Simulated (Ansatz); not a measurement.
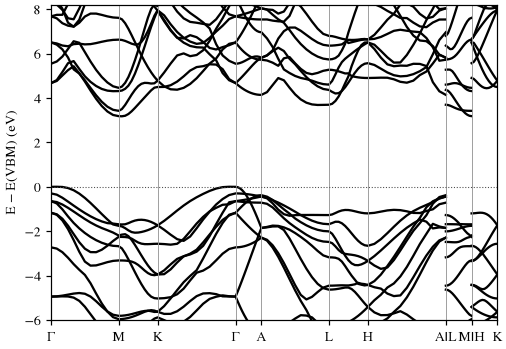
Band structure from r²SCAN (plane waves, PAW; program Ansatz)

### Question
Read off the gap and where the band edges lie.

### Answer
About 3.2 eV (3.17 eV by a search for the band edges); maximum on the Γ–M line, 10 % of the way from Γ, minimum on the M–K line, 9 % of the way from M.

### Question
Pick the material that matches.
(A) BeS, P6_422 (Be on 3c, S on 3d)
(B) GaN, wurtzite
(C) SiC, 4H polytype
(D) C, P6_222 (C on 3c)

### Answer
A, BeS, P6_422 (Be on 3c, S on 3d)

The start of the workflow was typed in or built on a structure type; neither database checked (COD, Materials Project) lists it. COD files the formula under space group No. 216, so this cell is another polymorph or a model. Its standing as an ambient phase is unchecked. Symmetry was held in the r²SCAN relaxation; its stability against distortions is not shown here.

Potentials: the earlier of the program's two PAW sets.
